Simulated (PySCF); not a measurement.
**Geometry relaxation, with input and output: C2H3Al (part 2 of 2)**

Continued. System: C2H3Al (AlH2(CCH)), SMILES [H][Al]([H])[C]#C. Method: HF/STO-3G, RHF, dispersion D3(BJ) (PySCF 2.14.0). The atoms were displaced at random from an optimised geometry.

Geometry of the input (Å):
```
Al 0.7024  1.0519  0.0727
H  2.2061  1.2086  0.0695
H  -0.1241  2.4283  -0.0724
C  -0.3380  -0.4951  -0.0060
C  -0.9762  -1.5356  -0.0367
H  -1.4110  -2.4370  -0.0411
```

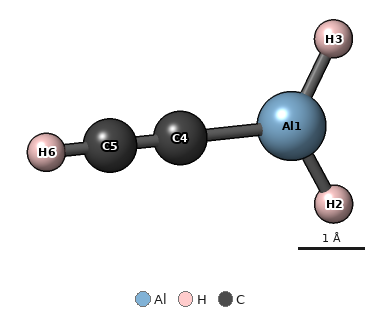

*The geometry at step 6 of the log (ball-and-stick view, seen at a tilt; atoms are numbered from 1 in the order of the input).*

What the program printed, continued:
```
Geometry optimization cycle 8
Cartesian coordinates (Angstrom)
 Atom        New coordinates             dX        dY        dZ
  Al   0.646478   1.128255   0.012985   -0.000647 -0.000218  0.000202
   H   2.115504   1.085731   0.091296    0.000046  0.000568 -0.000273
   H  -0.114960   2.386010  -0.046528    0.001019  0.000157 -0.000188
   C  -0.288210  -0.476885  -0.011583   -0.000667 -0.000185  0.000616
   C  -0.881491  -1.491814  -0.024130   -0.000061 -0.000179  0.000038
   H  -1.418035  -2.410189  -0.035979    0.000310 -0.000142 -0.000394
converged SCF energy = -315.52368060172
--------------- RHF_Scanner gradients ---------------
         x                y                z
0 Al    -0.0001811526    -0.0000308438     0.0000449943
1 H     0.0001385785     0.0000343514     0.0000027550
2 H     0.0000263997     0.0000316406    -0.0000031185
3 C    -0.0000722290    -0.0002824247    -0.0001204321
4 C     0.0000756406     0.0002241537     0.0000843208
5 H     0.0000127629     0.0000231228    -0.0000085195
----------------------------------------------
cycle 8: E = -315.523680602  dE = -5.28493e-07  norm(grad) = 0.000470343
Step    7 : Displace = 7.270e-04/1.055e-03 (rms/max) Trust = 2.000e-01 (+) Grad = 1.920e-04/3.154e-04 (rms/max) E (change) = -315.5236806017 (-5.285e-07) Quality = 0.758
Hessian Eigenvalues: 5.00000e-02 5.00000e-02 5.00000e-02 ... 2.93436e-01 4.79385e-01 1.51657e+00

Geometry optimization cycle 9
Cartesian coordinates (Angstrom)
 Atom        New coordinates             dX        dY        dZ
  Al   0.646555   1.128430   0.013018    0.000077  0.000176  0.000033
   H   2.115325   1.085119   0.091182   -0.000179 -0.000612 -0.000113
   H  -0.115133   2.385890  -0.046657   -0.000174 -0.000119 -0.000129
   C  -0.288392  -0.476507  -0.011133   -0.000182  0.000378  0.000450
   C  -0.881411  -1.491649  -0.024116    0.000081  0.000165  0.000014
   H  -1.417659  -2.410176  -0.036234    0.000377  0.000013 -0.000255
converged SCF energy = -315.523680810057
--------------- RHF_Scanner gradients ---------------
         x                y                z
0 Al    -0.0000572078     0.0000372940     0.0000338447
1 H     0.0000153515    -0.0000014174    -0.0000008933
2 H     0.0000181526    -0.0000416928    -0.0000001177
3 C     0.0000103305    -0.0000922931    -0.0000889827
4 C    -0.0000123287     0.0000638623     0.0000622644
5 H     0.0000257018     0.0000342470    -0.0000061155
----------------------------------------------
cycle 9: E = -315.52368081  dE = -2.08337e-07  norm(grad) = 0.000186108
Step    8 : Displace = 4.356e-04/6.511e-04 (rms/max) Trust = 2.828e-01 (+) Grad = 7.598e-05/1.286e-04 (rms/max) E (change) = -315.5236808101 (-2.083e-07) Quality = 1.309
Hessian Eigenvalues: 4.99987e-02 5.00000e-02 5.00000e-02 ... 3.37885e-01 4.65193e-01 1.42986e+00

Geometry optimization cycle 10
Cartesian coordinates (Angstrom)
 Atom        New coordinates             dX        dY        dZ
  Al   0.646502   1.128525   0.013066   -0.000053  0.000094  0.000048
   H   2.115149   1.084758   0.090978   -0.000176 -0.000361 -0.000205
   H  -0.114866   2.386221  -0.046861    0.000267  0.000331 -0.000204
   C  -0.288824  -0.476235  -0.010381   -0.000432  0.000272  0.000752
   C  -0.881379  -1.491694  -0.024084    0.000032 -0.000045  0.000032
   H  -1.417297  -2.410468  -0.036657    0.000362 -0.000292 -0.000423
converged SCF energy = -315.523680935218
--------------- RHF_Scanner gradients ---------------
         x                y                z
0 Al     0.0000390846     0.0000247681     0.0000124661
1 H    -0.0000481221    -0.0000019203    -0.0000006954
2 H     0.0000039079    -0.0000215063     0.0000023478
3 C     0.0000459189     0.0000328920    -0.0000398233
4 C    -0.0000418625    -0.0000247353     0.0000290693
5 H     0.0000010731    -0.0000094981    -0.0000033645
----------------------------------------------
cycle 10: E = -315.523680935  dE = -1.25161e-07  norm(grad) = 0.000114839
Step    9 : Displace = 5.267e-04/9.083e-04 (rms/max) Trust = 3.000e-01 (+) Grad = 4.688e-05/6.911e-05 (rms/max) E (change) = -315.5236809352 (-1.252e-07) Quality = 1.344
Hessian Eigenvalues: 4.99447e-02 5.00000e-02 5.00000e-02 ... 3.27229e-01 4.83095e-01 1.54767e+00

Geometry optimization cycle 11
Cartesian coordinates (Angstrom)
 Atom        New coordinates             dX        dY        dZ
  Al   0.646377   1.128588   0.013158   -0.000124  0.000063  0.000093
   H   2.115125   1.084429   0.090775   -0.000025 -0.000329 -0.000203
   H  -0.114718   2.386466  -0.047066    0.000149  0.000245 -0.000205
   C  -0.289176  -0.476036  -0.009727   -0.000352  0.000199  0.000654
   C  -0.881321  -1.491722  -0.024051    0.000058 -0.000028  0.000033
   H  -1.417003  -2.410619  -0.037029    0.000294 -0.000151 -0.000372
converged SCF energy = -315.523680975361
--------------- RHF_Scanner gradients ---------------
         x                y                z
0 Al     0.0000001840     0.0000111617    -0.0000008717
1 H     0.0000007580    -0.0000082231     0.0000011540
2 H    -0.0000039603    -0.0000101054     0.0000009367
3 C     0.0000240367     0.0000430711    -0.0000035969
4 C    -0.0000217266    -0.0000331908     0.0000028847
5 H     0.0000007081    -0.0000027136    -0.0000005067
----------------------------------------------
cycle 11: E = -315.523680975  dE = -4.01432e-08  norm(grad) = 6.59509e-05
Step   10 : Displace = 4.370e-04/7.672e-04 (rms/max) Trust = 3.000e-01 (=) Grad = 2.692e-05/4.946e-05 (rms/max) E (change) = -315.5236809754 (-4.014e-08) Quality = 1.096
Hessian Eigenvalues: 4.96829e-02 5.00000e-02 5.00000e-02 ... 3.07375e-01 4.80892e-01 1.51084e+00

Geometry optimization cycle 12
Cartesian coordinates (Angstrom)
 Atom        New coordinates             dX        dY        dZ
  Al   0.646356   1.128554   0.013180   -0.000021 -0.000034  0.000022
   H   2.115084   1.084500   0.090734   -0.000041  0.000071 -0.000041
   H  -0.114597   2.386534  -0.047099    0.000120  0.000068 -0.000033
   C  -0.289219  -0.476071  -0.009637   -0.000043 -0.000036  0.000090
   C  -0.881325  -1.491760  -0.024043   -0.000005 -0.000038  0.000008
   H  -1.417014  -2.410650  -0.037076   -0.000011 -0.000031 -0.000047
converged SCF energy = -315.523680978
--------------- RHF_Scanner gradients ---------------
         x                y                z
0 Al     0.0000131855    -0.0000030457     0.0000008965
1 H    -0.0000128947     0.0000018182    -0.0000006788
2 H     0.0000010914     0.0000024164     0.0000000407
3 C    -0.0000068948    -0.0000061537     0.0000002264
4 C     0.0000047659     0.0000038229    -0.0000003243
5 H     0.0000007467     0.0000011419    -0.0000001605
----------------------------------------------
cycle 12: E = -315.523680978  dE = -2.63918e-09  norm(grad) = 2.20406e-05
Step   11 : Displace = 8.802e-05/1.356e-04 (rms/max) Trust = 3.000e-01 (=) Grad = 8.998e-06/1.356e-05 (rms/max) E (change) = -315.5236809780 (-2.639e-09) Quality = 0.759
Hessian Eigenvalues: 4.96115e-02 5.00000e-02 5.00000e-02 ... 3.05625e-01 4.81511e-01 1.51490e+00

Geometry optimization cycle 13
Cartesian coordinates (Angstrom)
 Atom        New coordinates             dX        dY        dZ
  Al   0.646364   1.128556   0.013172    0.000007  0.000002 -0.000008
   H   2.115116   1.084508   0.090739    0.000033  0.000008  0.000005
   H  -0.114632   2.386508  -0.047097   -0.000035 -0.000026  0.000002
   C  -0.289194  -0.476078  -0.009662    0.000025 -0.000007 -0.000025
   C  -0.881329  -1.491754  -0.024040   -0.000004  0.000007  0.000003
   H  -1.417039  -2.410633  -0.037053   -0.000026  0.000017  0.000023
converged SCF energy = -315.523680978451
--------------- RHF_Scanner gradients ---------------
         x                y                z
0 Al     0.0000001775    -0.0000002235     0.0000002860
1 H     0.0000003583     0.0000000931     0.0000002917
2 H     0.0000000571     0.0000002678     0.0000002733
3 C    -0.0000005650     0.0000009337    -0.0000026339
4 C     0.0000006608    -0.0000002530     0.0000015961
5 H    -0.0000006887    -0.0000008181     0.0000001868
----------------------------------------------
cycle 13: E = -315.523680978  dE = -4.50427e-10  norm(grad) = 3.5903e-06
Step   12 : Displace = 3.123e-05/4.639e-05 (rms/max) Trust = 3.000e-01 (=) Grad = 1.466e-06/2.851e-06 (rms/max) E (change) = -315.5236809785 (-4.504e-10) Quality = 0.854
Hessian Eigenvalues: 4.96115e-02 5.00000e-02 5.00000e-02 ... 3.05625e-01 4.81511e-01 1.51490e+00
Converged! =D

converged: True
Al          0.64636368        1.12855598        0.01317202
H           2.11511621        1.08450795        0.09073910
H          -0.11463241        2.38650765       -0.04709712
C          -0.28919397       -0.47607813       -0.00966154
C          -0.88132911       -1.49175354       -0.02403950
H          -1.41703940       -2.41063291       -0.03705296
converged SCF energy = -315.523680978453
E(HF) = -315.523680978
```

Trajectory as extended XYZ (Å, eV, eV/Å), 13 frames, from step=0 to step=12:
```
6
Properties=species:S:1:pos:R:3:forces:R:3 step=0 energy=-8585.20495
Al    0.7024    1.0519    0.0727   -1.0540   3.2009  -0.8108
H     2.2061    1.2086    0.0695   -0.9584  -0.6910   0.1871
H    -0.1241    2.4283   -0.0724    1.3973  -2.5163   0.4254
C    -0.3380   -0.4951   -0.0060   -2.6991  -5.2346   0.0320
C    -0.9762   -1.5356   -0.0367    5.2758   8.5829   0.2613
H    -1.4110   -2.4370   -0.0411   -1.9616  -3.3418  -0.0949
6
Properties=species:S:1:pos:R:3:forces:R:3 step=1 energy=-8585.77992
Al    0.6812    1.1108   -0.0149   -0.4510   0.1510   0.2360
H     2.1446    1.1038    0.1110    0.0494  -0.0602  -0.0913
H    -0.1565    2.3184   -0.0321    0.1943   0.2199  -0.0862
C    -0.3037   -0.4597   -0.0307    1.5531   2.0241  -0.0803
C    -0.9014   -1.4529   -0.0291   -1.4017  -2.8055   0.0516
H    -1.4048   -2.3993   -0.0180    0.0560   0.4707  -0.0298
6
Properties=species:S:1:pos:R:3:forces:R:3 step=2 energy=-8585.82763
Al    0.6546    1.1284    0.0268   -0.0071  -0.3467  -0.1296
H     2.1193    1.1055    0.0854    0.1386  -0.0543   0.0533
H    -0.1110    2.3634   -0.0509   -0.2166   0.4038   0.0243
C    -0.2903   -0.4721   -0.0118   -0.2975  -0.6265   0.0515
C    -0.8902   -1.4889   -0.0263    0.2876   0.3912   0.0100
H    -1.4230   -2.4153   -0.0371    0.0950   0.2324  -0.0095
6
Properties=species:S:1:pos:R:3:forces:R:3 step=3 energy=-8585.83281
Al    0.6480    1.1269   -0.0017   -0.1115   0.2583   0.1247
H     2.1172    1.0853    0.0997   -0.0439  -0.0005  -0.0501
H    -0.1179    2.3974   -0.0395    0.1573  -0.2910  -0.0388
C    -0.2845   -0.4804   -0.0191   -0.1999  -0.3010  -0.0332
C    -0.8812   -1.4965   -0.0238    0.2069   0.3717  -0.0071
H    -1.4223   -2.4115   -0.0295   -0.0090  -0.0374   0.0044
6
Properties=species:S:1:pos:R:3:forces:R:3 step=4 energy=-8585.83578
Al    0.6455    1.1280    0.0218    0.0237   0.0460  -0.0907
H     2.1162    1.0828    0.0871   -0.0380   0.0124   0.0284
H    -0.1181    2.3864   -0.0504    0.0332  -0.0508   0.0332
C    -0.2865   -0.4780   -0.0100    0.1373   0.2653   0.0430
C    -0.8796   -1.4907   -0.0243   -0.1496  -0.2503  -0.0128
H    -1.4181   -2.4074   -0.0381   -0.0066  -0.0225  -0.0011
6
Properties=species:S:1:pos:R:3:forces:R:3 step=5 energy=-8585.83637
Al    0.6473    1.1283    0.0094    0.0364  -0.0903   0.0319
H     2.1153    1.0886    0.0934    0.0162  -0.0090  -0.0103
H    -0.1141    2.3811   -0.0444   -0.0600   0.1029  -0.0157
C    -0.2882   -0.4763   -0.0140   -0.0206  -0.0418  -0.0022
C    -0.8826   -1.4911   -0.0243    0.0398   0.0495  -0.0042
H    -1.4184   -2.4096   -0.0341   -0.0119  -0.0112   0.0005
6
Properties=species:S:1:pos:R:3:forces:R:3 step=6 energy=-8585.83673
Al    0.6471    1.1285    0.0128   -0.0191   0.0080  -0.0031
H     2.1155    1.0852    0.0916    0.0098   0.0019   0.0002
H    -0.1160    2.3859   -0.0463    0.0101  -0.0113   0.0004
C    -0.2875   -0.4767   -0.0122   -0.0204  -0.0254   0.0068
C    -0.8814   -1.4916   -0.0242    0.0150   0.0187  -0.0049
H    -1.4183   -2.4100   -0.0356    0.0045   0.0081   0.0006
6
Properties=species:S:1:pos:R:3:forces:R:3 step=7 energy=-8585.83674
Al    0.6465    1.1283    0.0130    0.0093   0.0016  -0.0023
H     2.1155    1.0857    0.0913   -0.0071  -0.0018  -0.0001
H    -0.1150    2.3860   -0.0465   -0.0014  -0.0016   0.0002
C    -0.2882   -0.4769   -0.0116    0.0037   0.0145   0.0062
C    -0.8815   -1.4918   -0.0241   -0.0039  -0.0115  -0.0043
H    -1.4180   -2.4102   -0.0360   -0.0007  -0.0012   0.0004
6
Properties=species:S:1:pos:R:3:forces:R:3 step=8 energy=-8585.83675
Al    0.6466    1.1284    0.0130    0.0029  -0.0019  -0.0017
H     2.1153    1.0851    0.0912   -0.0008   0.0001   0.0000
H    -0.1151    2.3859   -0.0467   -0.0009   0.0021   0.0000
C    -0.2884   -0.4765   -0.0111   -0.0005   0.0047   0.0046
C    -0.8814   -1.4916   -0.0241    0.0006  -0.0033  -0.0032
H    -1.4177   -2.4102   -0.0362   -0.0013  -0.0018   0.0003
6
Properties=species:S:1:pos:R:3:forces:R:3 step=9 energy=-8585.83675
Al    0.6465    1.1285    0.0131   -0.0020  -0.0013  -0.0006
H     2.1151    1.0848    0.0910    0.0025   0.0001   0.0000
H    -0.1149    2.3862   -0.0469   -0.0002   0.0011  -0.0001
C    -0.2888   -0.4762   -0.0104   -0.0024  -0.0017   0.0020
C    -0.8814   -1.4917   -0.0241    0.0022   0.0013  -0.0015
H    -1.4173   -2.4105   -0.0367   -0.0001   0.0005   0.0002
6
Properties=species:S:1:pos:R:3:forces:R:3 step=10 energy=-8585.83675
Al    0.6464    1.1286    0.0132    0.0000  -0.0006   0.0000
H     2.1151    1.0844    0.0908    0.0000   0.0004  -0.0001
H    -0.1147    2.3865   -0.0471    0.0002   0.0005   0.0000
C    -0.2892   -0.4760   -0.0097   -0.0012  -0.0022   0.0002
C    -0.8813   -1.4917   -0.0241    0.0011   0.0017  -0.0001
H    -1.4170   -2.4106   -0.0370    0.0000   0.0001   0.0000
6
Properties=species:S:1:pos:R:3:forces:R:3 step=11 energy=-8585.83675
Al    0.6464    1.1286    0.0132   -0.0007   0.0002   0.0000
H     2.1151    1.0845    0.0907    0.0007  -0.0001   0.0000
H    -0.1146    2.3865   -0.0471   -0.0001  -0.0001   0.0000
C    -0.2892   -0.4761   -0.0096    0.0004   0.0003   0.0000
C    -0.8813   -1.4918   -0.0240   -0.0002  -0.0002   0.0000
H    -1.4170   -2.4106   -0.0371    0.0000  -0.0001   0.0000
6
Properties=species:S:1:pos:R:3:forces:R:3 step=12 energy=-8585.83675
Al    0.6464    1.1286    0.0132    0.0000   0.0000   0.0000
H     2.1151    1.0845    0.0907    0.0000   0.0000   0.0000
H    -0.1146    2.3865   -0.0471    0.0000   0.0000   0.0000
C    -0.2892   -0.4761   -0.0097    0.0000   0.0000   0.0001
C    -0.8813   -1.4918   -0.0240    0.0000   0.0000  -0.0001
H    -1.4170   -2.4106   -0.0371    0.0000   0.0000   0.0000
```

Summary:

- outcome: converged
- total energy: −315.523681 hartree
- dispersion energy: −0.029163 hartree
- basis functions: 22
- HOMO: −8.45 eV
- LUMO: 7.76 eV
- dipole moment: 0.75 D
- hardware: 1 thread of Arm Neoverse V1, 24 GiB of memory available, shared host
- wall time: 4.2 s
- peak memory: 0.14 GiB
